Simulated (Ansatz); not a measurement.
## Electronic structure of C₂H₅Cu in real space

The calculation's input:

```
crystal:
  periodic: [false, false, false]
  atoms:
    - {symbol: Cu, position_ang: [-0.003024, 0.004481, -1.315304]}
    - {symbol: C, position_ang: [-0.386184, 0.559494, 0.638581]}
    - {symbol: C, position_ang: [0.387896, -0.562077, 0.632555]}
    - {symbol: H, position_ang: [0.053609, 1.548703, 0.723854]}
    - {symbol: H, position_ang: [-1.467074, 0.499172, 0.723794]}
    - {symbol: H, position_ang: [-0.051302, -1.552035, 0.712865]}
    - {symbol: H, position_ang: [1.469267, -0.502575, 0.712940]}
    - {symbol: H, position_ang: [-0.003177, 0.004837, -2.829286]}
basis:
  gaussian: {orbitals: def2-TZVP, initial_orbitals: start.molden}
hamiltonian: {xc: pbe0, dispersion: d4}
scf: {omitted_lower_state_checks: [starts]}
output: {orbitals: {seedname: orbitals}}
```

Command:

```sh
ansatz run in.yaml --threads 4 --pin off --events-out ev --progress --plain --max-ram 3916MiB
```

Geometry: r2SCAN-D4/def2-TZVP.

Theory: RKS PBE0-D4/def2-TZVP (Ansatz 0.2.0).

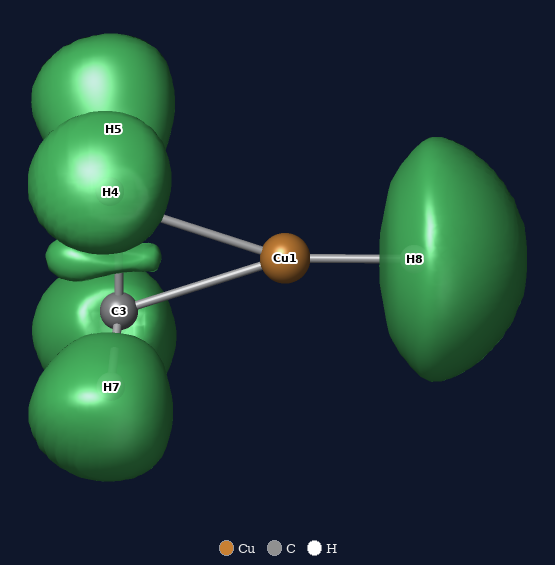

Figure 1. Isosurface of the electron localisation function at 0.85 (green), seen at a tilt. Core shells and regions of very low density are left out.

**What do the ELF domains correspond to?**

The surface consists of one region between bonded C–C atoms (shared pairs) and five regions around hydrogen nuclei.


C–C (1.36 Å): the ELF peaks at about 0.95 between the atoms: localised, covalent bonding. C–Cu (2.07 Å): the ELF peaks at about 0.75 in the valence shell of C, 0.7 Å from its nucleus, and is about 0.25 at the midpoint.

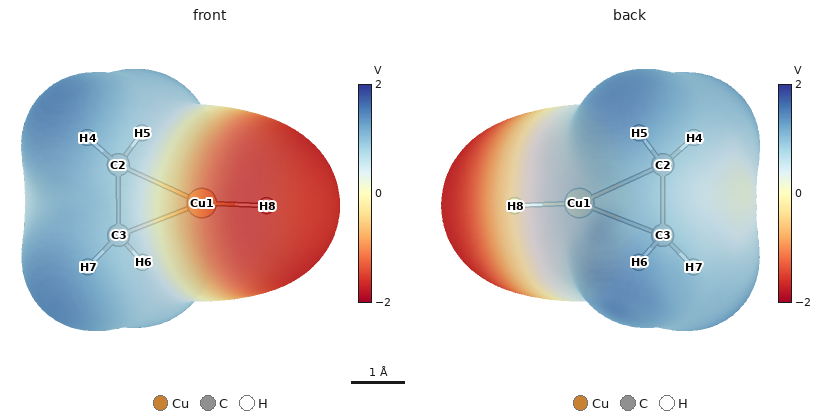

Figure 2. The electrostatic potential painted on the density surface at 0.002 e/bohr³, seen from the front and from behind; red is negative and blue positive.

**Which sites attract a positive test charge, and which a negative one?**

A positive charge is drawn to the negative regions and a negative charge to the positive ones. The most negative region (about −1.7 V) lies over H8, the most positive (about +1.5 V) over H4, H5, H6 and H7.

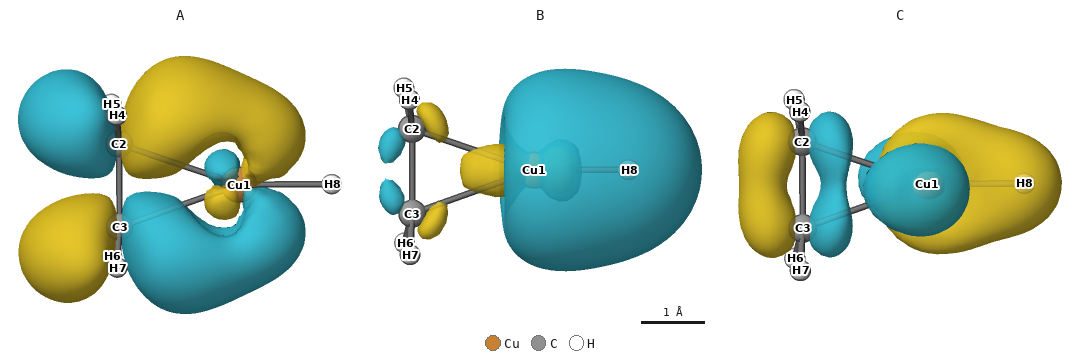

Figure 3. Three frontier orbitals at ±0.1 Å⁻³ᐟ² (yellow and cyan are the two phases), in no order.

**Which picture is the HOMO−1, the HOMO and the LUMO?**

C is the HOMO−1 (−8.08 eV). Its weight (Hirshfeld) is mainly on Cu1 (about 85 %). B is the HOMO (−6.38 eV). By Hirshfeld shares it lies mainly on Cu1 (about 55 %) and H8 (about 40 %). A is the LUMO (−1.73 eV). It lies mainly on Cu1 (about 30 %), C2 (about 25 %) and C3 (about 25 %).

**What is the HOMO–LUMO gap?**

4.65 eV between the orbital energies.

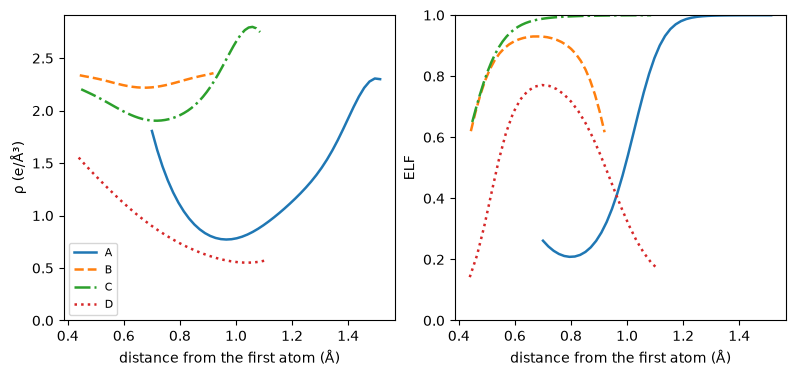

Figure 4. Electron density and ELF along straight lines between neighbouring atoms. The curves leave out the atomic cores.

**Which curve belongs to which contact (Cu–H, C–C, C–Cu and C–H)? The first atom named is at distance zero.**

Curve A: Cu–H (1.51 Å): ρ is about 1.3 e/Å³ halfway; the ELF climbs to about 1 towards the hydrogen. Curve B: C–C (1.36 Å): the density is about 2.2 e/Å³ at the midpoint; the ELF peaks at about 0.95 between the atoms (a covalent bond). Curve C: C–H (1.09 Å): ρ is about 2.1 e/Å³ halfway; the ELF climbs to about 1 towards the hydrogen; an ordinary covalent bond to hydrogen. Curve D: C–Cu (2.07 Å): the density is about 0.55 e/Å³ at the midpoint; the ELF peaks at about 0.75 in the valence shell of C, 0.7 Å from its nucleus, and is about 0.25 at the midpoint.
